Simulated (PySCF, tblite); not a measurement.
# C₂H₁₀OS₂Si₂: geometry, infrared bands and NMR shifts

Wanted: the infrared bands and NMR shifts of C₂H₁₀OS₂Si₂ (`CO[Si@H](S)CS[SiH3]`), by calculation.

Computed with tblite 0.8.0 and PySCF 2.14.0, with density-fitted response routines of our own, on a single molecule in the gas phase. Atoms are numbered from 0 throughout.

### Step 1. The starting structure

17 atoms, charge 0, multiplicity 1; geometry from: force field or distance geometry start.

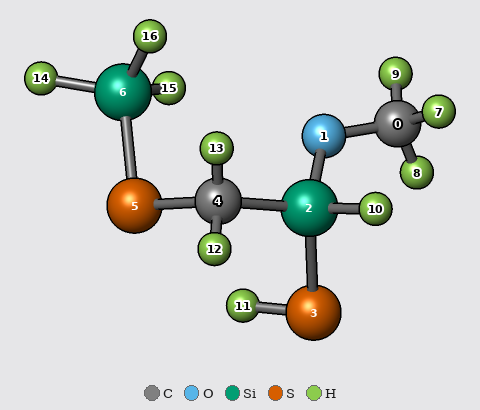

The starting geometry (carbon grey, oxygen blue, silicon teal, sulfur orange, hydrogen green), atoms numbered.

### Step 2. Optimising the geometry with GFN2-xTB

What the job is given:

```
{"job": {"kind": "relax", "xc": "GFN2-xTB", "basis": "xTB"}, "charge": 0, "multiplicity": 1}
C     -1.819700     1.662100    -0.911800
O     -0.758100     0.888400    -0.422000
Si    -0.682500    -0.739600    -0.798700
S     -2.195900    -1.736500     0.343100
C      0.972700    -1.508900    -0.485700
S      1.456300    -1.476000     1.259300
Si     2.181300     0.527300     1.614000
H     -1.841400     1.667900    -2.002400
H     -2.785300     1.319400    -0.512900
H     -1.682400     2.696200    -0.575500
H     -1.054400    -0.877500    -2.235900
H     -1.515800    -1.720000     1.507500
H      0.939200    -2.556600    -0.789800
H      1.751800    -1.026100    -1.102200
H      3.165400     0.491700     2.724900
H      1.035300     1.391200     2.004200
H      2.826400     1.009000     0.373900
```

Command:

```console
$ OMP_NUM_THREADS=1 python probes_run.py task.json out
```

The driver reads the jobs from task.json and runs them one after another.

The program printed:

```text
step      E/eV     max force
  0    -638.84861    1.874
  1    -638.93406    0.506
  2    -638.95860    0.342
  3    -638.97286    0.317
  4    -638.98432    0.255
  5    -638.99528    0.233
  6    -639.00495    0.214
  7    -639.01299    0.196
  8    -639.01961    0.210
  9    -639.02544    0.201
 10    -639.03043    0.177
 11    -639.03482    0.176
 12    -639.03944    0.204
 13    -639.04457    0.239
 14    -639.05013    0.267
 15    -639.05620    0.282
 16    -639.06286    0.279
 17    -639.06995    0.248
 18    -639.07692    0.214
 19    -639.08254    0.174
 20    -639.08666    0.139
 21    -639.09067    0.189
 22    -639.09553    0.212
 23    -639.10062    0.172
 24    -639.10445    0.114
 25    -639.10682    0.102
 26    -639.10866    0.107
 27    -639.11054    0.111
 28    -639.11211    0.078
 29    -639.11294    0.077
 30    -639.11358    0.073
 31    -639.11406    0.065
 32    -639.11499    0.052
 33    -639.11553    0.058
 34    -639.11634    0.068
 35    -639.11706    0.070
 36    -639.11794    0.066
 37    -639.11867    0.053
 38    -639.11919    0.051
 39    -639.11960    0.060
 40    -639.12016    0.072
 41    -639.12105    0.078
 42    -639.12239    0.093
 43    -639.12398    0.102
 44    -639.12528    0.080
 45    -639.12603    0.057
 46    -639.12655    0.063
 47    -639.12710    0.077
 48    -639.12779    0.113
 49    -639.12865    0.103
 50    -639.13000    0.079
 51    -639.13056    0.071
 52    -639.13143    0.074
 53    -639.13197    0.082
 54    -639.13252    0.064
 55    -639.13303    0.061
 56    -639.13364    0.069
 57    -639.13439    0.077
 58    -639.13530    0.089
 59    -639.13619    0.065
 60    -639.13692    0.069
 61    -639.13751    0.066
 62    -639.13794    0.059
 63    -639.13829    0.067
 64    -639.13854    0.040
 65    -639.13880    0.041
 66    -639.13897    0.049
 67    -639.13922    0.036
 68    -639.13937    0.029
 69    -639.13952    0.028
 70    -639.13968    0.053
 71    -639.13990    0.063
 72    -639.14013    0.047
 73    -639.14032    0.035
 74    -639.14049    0.036
 75    -639.14068    0.047
 76    -639.14092    0.053
 77    -639.14110    0.033
 78    -639.14121    0.019
 79    -639.14127    0.019
 80    -639.14136    0.032
 81    -639.14151    0.039
 82    -639.14169    0.032
 83    -639.14187    0.025
 84    -639.14199    0.027
 85    -639.14209    0.026
 86    -639.14220    0.024
 87    -639.14231    0.020
 88    -639.14241    0.022
 89    -639.14251    0.021
 90    -639.14261    0.024
 91    -639.14274    0.026
 92    -639.14292    0.032
 93    -639.14310    0.034
 94    -639.14325    0.028
 95    -639.14337    0.029
 96    -639.14352    0.029
 97    -639.14374    0.034
 98    -639.14407    0.039
 99    -639.14447    0.051
100    -639.14487    0.044
101    -639.14523    0.054
102    -639.14559    0.045
103    -639.14589    0.042
104    -639.14636    0.039
105    -639.14682    0.037
106    -639.14725    0.039
107    -639.14758    0.039
108    -639.14778    0.032
109    -639.14799    0.036
110    -639.14824    0.047
111    -639.14849    0.043
112    -639.14868    0.030
113    -639.14883    0.023
114    -639.14895    0.022
115    -639.14906    0.021
116    -639.14916    0.024
117    -639.14923    0.022
118    -639.14932    0.025
119    -639.14944    0.024
120    -639.14957    0.029
121    -639.14970    0.033
122    -639.14994    0.031
123    -639.15018    0.027
124    -639.15038    0.027
125    -639.15049    0.026
126    -639.15056    0.019
127    -639.15062    0.013
128    -639.15067    0.011
129    -639.15071    0.012
130    -639.15074    0.012
131    -639.15076    0.010
132    -639.15078    0.012
133    -639.15081    0.013
134    -639.15085    0.012
135    -639.15088    0.011
136    -639.15090    0.010
```

It took 2.1 s on 1 thread of Arm Neoverse N1, shared host; peak memory 0.18 GiB.

The steps of the relaxation: (not every step is listed)

| step | energy from step 0 (eV) | largest force (eV/Å) |
| --- | --- | --- |
| 0 | 0.0000 | 1.8740 |
| 1 | -0.0855 | 0.5059 |
| 2 | -0.1100 | 0.3419 |
| 3 | -0.1242 | 0.3171 |
| 4 | -0.1357 | 0.2551 |
| 5 | -0.1467 | 0.2335 |
| 6 | -0.1563 | 0.2145 |
| 7 | -0.1644 | 0.1962 |
| 8 | -0.1710 | 0.2101 |
| 20 | -0.2381 | 0.1388 |
| 32 | -0.2664 | 0.0524 |
| 44 | -0.2767 | 0.0798 |
| 56 | -0.2850 | 0.0689 |
| 68 | -0.2908 | 0.0288 |
| 80 | -0.2927 | 0.0319 |
| 92 | -0.2943 | 0.0324 |
| 104 | -0.2977 | 0.0386 |
| 116 | -0.3006 | 0.0242 |
| 128 | -0.3021 | 0.0110 |
| 131 | -0.3021 | 0.0105 |
| 132 | -0.3022 | 0.0120 |
| 133 | -0.3022 | 0.0132 |
| 134 | -0.3022 | 0.0122 |
| 135 | -0.3023 | 0.0108 |
| 136 | -0.3023 | 0.0097 |

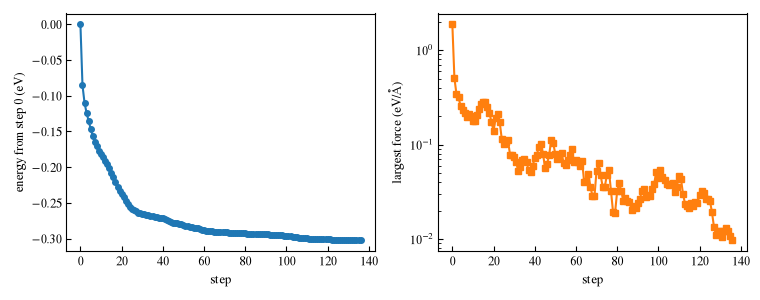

Energy and force, step by step.

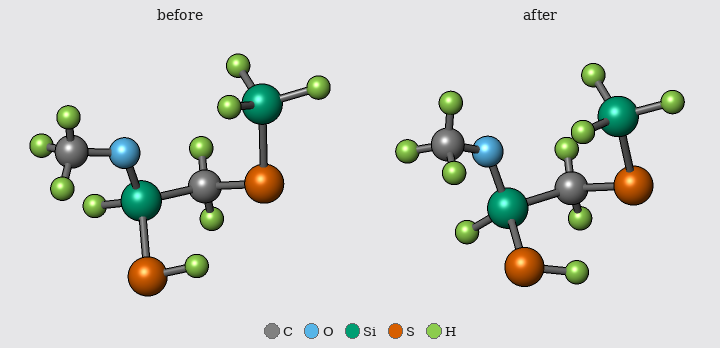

Before and after, at one scale.

Close pairs (by a distance rule), those that changed most:

| bond | before (Å) | after (Å) | change (Å) |
| --- | --- | --- | --- |
| O1–Si2 | 1.673 | 1.619 | -0.054 |
| Si2–C4 | 1.852 | 1.894 | +0.042 |
| Si2–H10 | 1.491 | 1.459 | -0.032 |
| Si6–H14 | 1.485 | 1.453 | -0.031 |
| Si6–H15 | 1.487 | 1.457 | -0.030 |
| S3–H11 | 1.349 | 1.324 | -0.024 |
| Si6–H16 | 1.479 | 1.457 | -0.021 |
| C4–S5 | 1.811 | 1.830 | +0.019 |

The end geometry stands in the next job.

### Step 3. Harmonic vibrations with GFN2-xTB

What the job is given:

```
{"job": {"kind": "ir", "xc": "GFN2-xTB", "basis": "xTB"}, "charge": 0, "multiplicity": 1}
C     -1.508496     1.770908    -0.865088
O     -0.521415     0.776473    -0.912313
Si    -0.735591    -0.827521    -0.869288
S     -2.062350    -1.354704     0.737385
C      1.011991    -1.500667    -0.586102
S      1.563390    -1.520389     1.159158
Si     1.764120     0.572879     1.588005
H     -2.055315     1.805378    -1.808949
H     -2.215758     1.572955    -0.056770
H     -1.013294     2.726136    -0.694310
H     -1.326649    -1.348773    -2.097318
H     -1.180673    -2.077733     1.410779
H      1.059194    -2.538833    -0.902292
H      1.746178    -0.941005    -1.158544
H      2.632321     0.568114     2.753200
H      0.457047     1.148643     1.878323
H      2.378301     1.180170     0.414212
```

The program printed:

```text
mode    cm-1     km/mol
  1      19.6      0.95
  2      50.0      3.06
  3      81.8     12.87
  4      92.7     12.27
  5     107.7      1.40
  6     123.1      3.42
  7     146.9     32.63
  8     153.3      5.15
  9     175.6      2.75
 10     196.6      2.96
 11     280.6     26.80
 12     322.9     27.85
 13     485.2     30.87
 14     502.4     62.47
 15     533.2     49.66
 16     559.5     40.08
 17     603.1     35.96
 18     658.9     79.45
 19     680.2     40.47
 20     718.2     19.13
 21     740.9    223.09
 22     744.9    108.51
 23     770.7    155.92
 24     783.5    297.67
 25     789.4    255.48
 26     830.0    115.86
 27    1082.1     17.84
 28    1126.1    114.81
 29    1129.3      2.40
 30    1151.0     98.53
 31    1187.2      2.89
 32    1413.1      3.77
 33    1438.1      3.13
 34    1473.4      4.89
 35    1481.3      3.51
 36    2293.0    283.21
 37    2308.8    296.99
 38    2316.5    109.64
 39    2358.7    224.77
 40    2454.6     44.48
 41    2963.4     21.48
 42    2975.7     32.47
 43    3004.4     19.83
 44    3004.7      7.75
 45    3024.7      7.21
```

Wall time 1.4 s (1 thread of Arm Neoverse N1, shared host); peak memory 0.18 GiB.

Which atoms move in the most intense modes:

| cm⁻¹ | km/mol | atoms |
| --- | --- | --- |
| 741 | 223.1 | H11 35 %, H10 16 %, C4 15 % |
| 771 | 155.9 | H16 37 %, H15 33 % |
| 784 | 297.7 | H15 39 %, H14 32 % |
| 789 | 255.5 | Si2 23 %, C4 18 %, H15 12 %, O1 11 % |
| 830 | 115.9 | C4 32 %, Si2 31 % |
| 2293 | 283.2 | H10 96 % |
| 2309 | 297.0 | H15 51 %, H16 44 % |
| 2359 | 224.8 | H14 96 % |

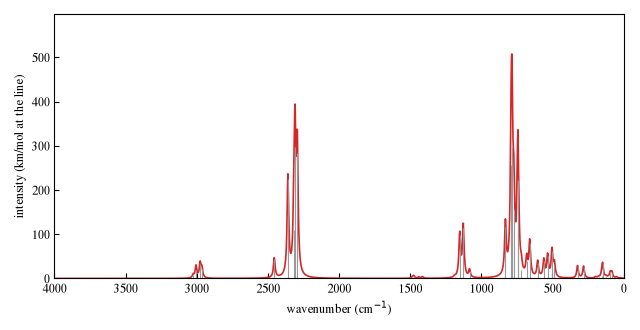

The infrared spectrum from these modes, unscaled. Lines are broadened to a width of 14 cm⁻¹ (Lorentzian).

### Step 4. NMR shieldings: PBE0/pcSseg-1

Settings changed since step 3:

```diff
@@ -1,2 +1,2 @@
-{"job": {"kind": "ir", "xc": "GFN2-xTB", "basis": "xTB"}, "charge": 0, "multiplicity": 1}
+{"job": {"kind": "nmr", "xc": "PBE0", "basis": "pcSseg-1"}, "charge": 0, "multiplicity": 1}
 C     -1.508496     1.770908    -0.865088
```

Method: GIAO PBE0/pcSseg-1 NMR shielding, non-relativistic, gas phase.

The program printed:

```text
coarse grid: 15960 points
cycle   1  E = -1531.9788155967  dE =  5.816e-01  |g| = 6.676e-01  |ddm| = 3.747e+00
cycle   2  E = -1531.8677898454  dE =  1.110e-01  |g| = 1.030e+00  |ddm| = 1.503e+00
cycle   3  E = -1532.0640087124  dE = -1.962e-01  |g| = 1.067e-01  |ddm| = 1.001e+00
cycle   4  E = -1532.0662659019  dE = -2.257e-03  |g| = 3.764e-02  |ddm| = 1.570e-01
cycle   5  E = -1532.0666029276  dE = -3.370e-04  |g| = 5.994e-03  |ddm| = 5.162e-02
cycle   6  E = -1532.0666116435  dE = -8.716e-06  |g| = 2.157e-03  |ddm| = 1.002e-02
final grid: 134688 points
cycle   7  E = -1532.1211622340  dE = -2.089e-05  |g| = 1.156e-02  |ddm| = 2.735e-02
cycle   8  E = -1532.1211375883  dE =  2.465e-05  |g| = 1.598e-02  |ddm| = 2.028e-02
cycle   9  E = -1532.1211891884  dE = -5.160e-05  |g| = 1.526e-03  |ddm| = 1.228e-02
cycle  10  E = -1532.1211896851  dE = -4.968e-07  |g| = 1.695e-04  |ddm| = 1.506e-03
cycle  11  E = -1532.1211896902  dE = -5.104e-09  |g| = 9.431e-05  |ddm| = 2.902e-04
cycle  12  E = -1532.1211896925  dE = -2.228e-09  |g| = 2.272e-05  |ddm| = 1.111e-04
cycle  13  E = -1532.1211896926  dE = -9.550e-11  |g| = 4.497e-06  |ddm| = 1.870e-05
converged SCF energy = -1532.1211896926

GIAO shielding tensors (ppm)
atom      isotropic    diamagn.    paramagn.     s11        s22        s33       span
  0 C      135.526     241.827    -106.301    109.988    111.099    185.491     75.503
  1 O      301.800     401.273     -99.473    229.420    324.698    351.281    121.861
  2 Si     348.671     881.235    -532.564    302.094    351.451    392.469     90.375
  3 S      744.559    1059.195    -314.635    633.754    724.892    875.033    241.279
  4 C      167.730     256.990     -89.260    159.431    167.445    176.313     16.883
  5 S      725.130    1058.798    -333.668    617.540    663.796    894.055    276.515
  6 Si     398.514     880.166    -481.651    358.203    387.963    449.377     91.173
  7 H       28.142      27.495       0.647     23.758     25.129     35.539     11.781
  8 H       27.835      29.174      -1.339     22.644     27.261     33.601     10.957
  9 H       27.876      28.673      -0.797     23.144     25.713     34.771     11.628
 10 H       26.115      29.313      -3.199     22.071     23.739     32.534     10.463
 11 H       29.818      32.280      -2.462     20.937     28.271     40.245     19.308
 12 H       30.225      31.009      -0.783     24.132     27.739     38.806     14.674
 13 H       29.783      32.906      -3.123     24.213     28.196     36.939     12.725
 14 H       27.274      29.079      -1.805     23.159     24.737     33.927     10.768
 15 H       26.988      30.971      -3.983     22.594     27.296     31.073      8.479
 16 H       27.254      30.523      -3.269     24.442     24.920     32.400      7.958
```

Run time: 74 s. Hardware: 1 thread of Arm Neoverse N1, shared host; peak memory 0.89 GiB.

Shifts follow as δ = σ(reference) − σ, with reference shieldings (ppm) from runs at the same level and on the same kind of geometry: ¹H TMS 31.72, ¹³C TMS 186.9, ²⁹Si TMS 349.2, ¹⁷O H2O 336.1, ³³S CS2 504. The references are single molecules in the gas phase, so shifts against H2O, NH3, PH3, H3PO4 or CFCl3 are not on the usual liquid scales and can be off by tens of ppm. Atoms listed in one row are averaged.

| atoms | environment | σ (ppm) | δ (ppm) | δ scaled to CDCl3 |
| --- | --- | --- | --- | --- |
| C0 | methyl carbon bonded to O | 135.5 | 51.4 | 48.3 |
| C4 | sp3 CH2 bonded to S and Si | 167.7 | 19.2 | 12.4 |
| H10 | hydrogen on a silicon bonded to C, O, S | 26.11 | 5.60 | – |
| H14, H15, H16 | hydrogen on a silicon bonded to S | 27.17 | 4.55 | – |
| H7, H8, H9 | hydrogen on a methyl carbon bonded to O | 27.95 | 3.77 | 3.66 |
| H13 | hydrogen on an sp3 CH2 bonded to S and Si | 29.78 | 1.93 | 1.93 |
| H11 | hydrogen on a sulfur bonded to Si | 29.82 | 1.90 | – |
| H12 | hydrogen on an sp3 CH2 bonded to S and Si | 30.23 | 1.49 | 1.51 |
| O1 | oxygen bonded to C, Si | 301.8 | 34.3 | – |
| Si2 | silicon bonded to C, O, S, H | 348.7 | 0.5 | – |
| Si6 | silicon bonded to S, 3 H | 398.5 | -49.4 | – |
| S5 | sulfur bonded to C, Si | 725 | -221 | – |
| S3 | sulfur bonded to Si, H | 745 | -241 | – |

The scaled column applies a straight-line fit of computed shieldings to shifts measured in CDCl3, with any fitted terms for Cl, Br or S neighbours (root-mean-square error 0.16 ppm for H, 1.9 ppm for C).

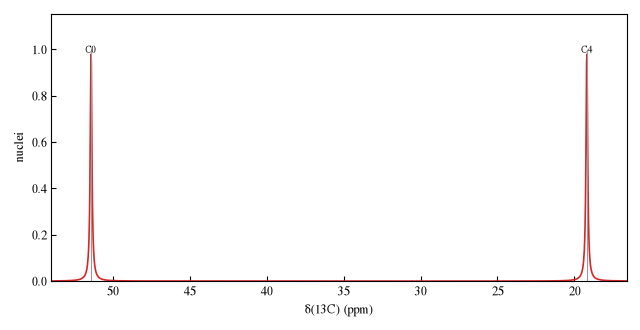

¹³C lines at the computed shifts, without couplings. Lines are broadened to a width of 0.13 ppm (Lorentzian).

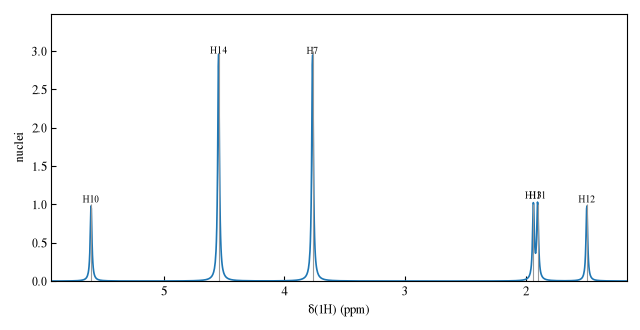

¹H lines at the computed shifts, without couplings. Lines are broadened to a width of 0.02 ppm (Lorentzian).

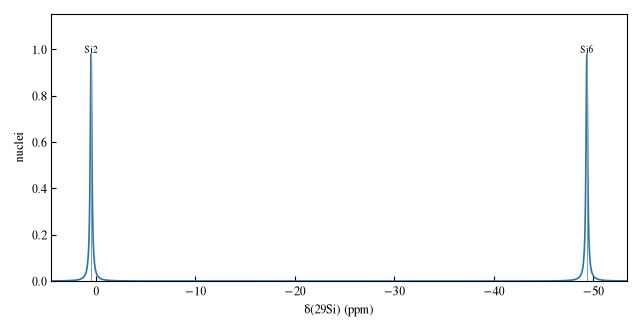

²⁹Si lines at the computed shifts, without couplings. Lines are broadened to a width of 0.20 ppm (Lorentzian).

Charges from the same density, by scheme (e):

| atoms | Mulliken | IAO | Hirshfeld | ESP fit |
| --- | --- | --- | --- | --- |
| C0 | -0.01 | -0.20 | -0.03 | -0.24 |
| O1 | -0.64 | -0.64 | -0.22 | -0.28 |
| Si2 | 0.90 | 1.05 | 0.39 | 0.65 |
| S3 | -0.42 | -0.36 | -0.16 | -0.43 |
| C4 | -0.63 | -0.64 | -0.16 | -0.79 |
| S5 | -0.29 | -0.18 | -0.08 | -0.23 |
| Si6 | 0.48 | 0.55 | 0.29 | 0.41 |

ESP fit charges:

C0 -0.24; O1 -0.28; Si2 0.65; S3 -0.43; C4 -0.79; S5 -0.23; Si6 0.41; H7 0.13; H8 0.14; H9 0.12; H10 -0.11; H11 0.25; H12 0.32; H13 0.27; H14 -0.06; H15 -0.09; H16 -0.07

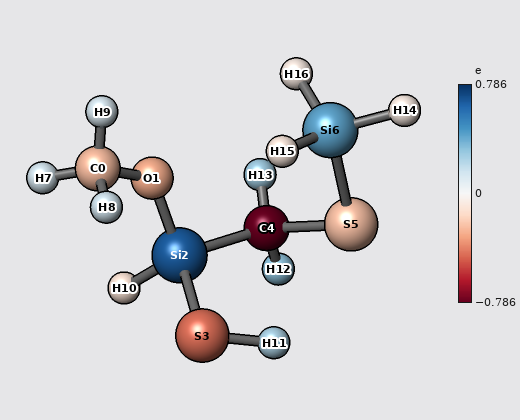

ESP fit charges, as colours on the atoms.

Mayer bond orders: C0–O1 0.89, O1–Si2 0.98, Si2–S3 1.04, Si2–C4 0.88, C4–S5 0.98, S5–Si6 0.93.

Orbitals, density, ELF and potential are computed afterwards from the orbital file.

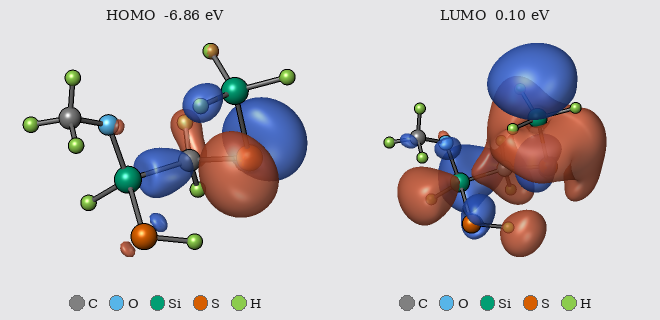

Frontier orbitals at PBE0/pcSseg-1; each surface holds 70 % of the orbital's density, blue and red mark the sign.

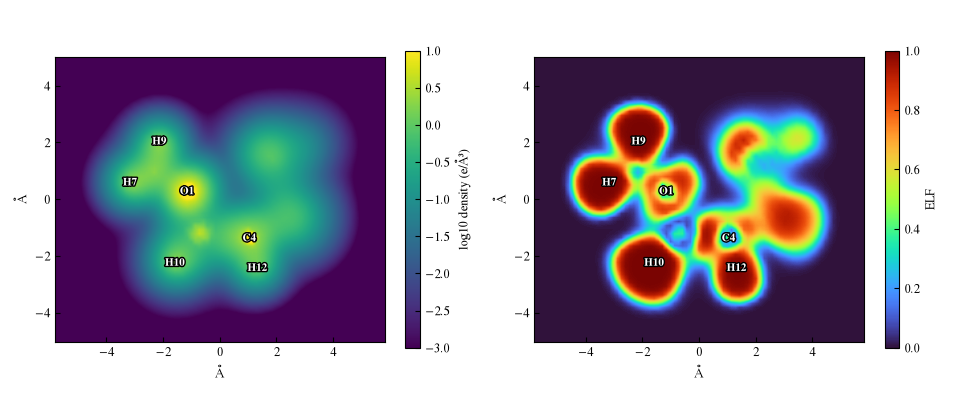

Density (left) and ELF (right) in a plane through or near 6 of the atoms.

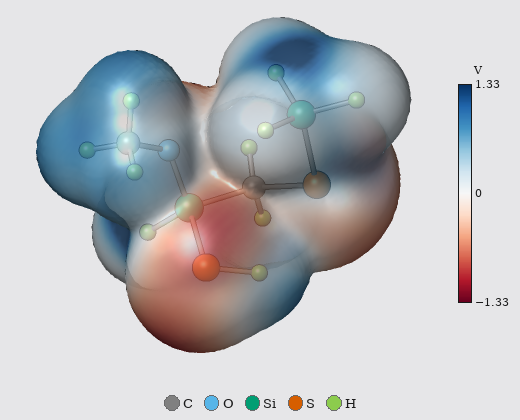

Electrostatic potential on the surface of density 0.002 e/bohr³; red is low, blue high. It runs from -0.96 V near S3 to 1.33 V near H8.

### Step 5. Outcome

| quantity | value |
| --- | --- |
| strongest single infrared mode (GFN2-xTB) | 784 cm⁻¹, 298 km/mol |
| zero-point energy (GFN2-xTB) | 70.5 kcal/mol |
| ¹³C shifts against TMS (PBE0/pcSseg-1) | 51.4, 19.2 ppm |
| ¹H shifts against TMS (PBE0/pcSseg-1, means over atoms taken as alike) | 5.60, 4.55, 3.77, 1.93, 1.90, 1.49 ppm |
| ¹⁷O shifts against H2O (PBE0/pcSseg-1) | 34.3 ppm |
| ²⁹Si shifts against TMS (PBE0/pcSseg-1) | 0.5, -49.4 ppm |
| ³³S shifts against CS2 (PBE0/pcSseg-1) | -221, -241 ppm |
| surface potential, least and greatest | -0.96 V and 1.33 V |

**Reading.** The optimisation took 136 steps and gained 0.302 eV; among the close pairs (by a distance rule), O1–Si2 changed most, from 1.673 to 1.619 Å. All 45 modes are real, so the xTB geometry is a minimum. The strongest single mode, at 784 cm⁻¹, moves mainly H15 and H14. GFN2-xTB is a fitted tight-binding method: band positions and strengths are rough. Its intensities can rank the bands wrongly. At PBE0/pcSseg-1: The largest span, 277 ppm, is at S5, where the paramagnetic term is -334 ppm.
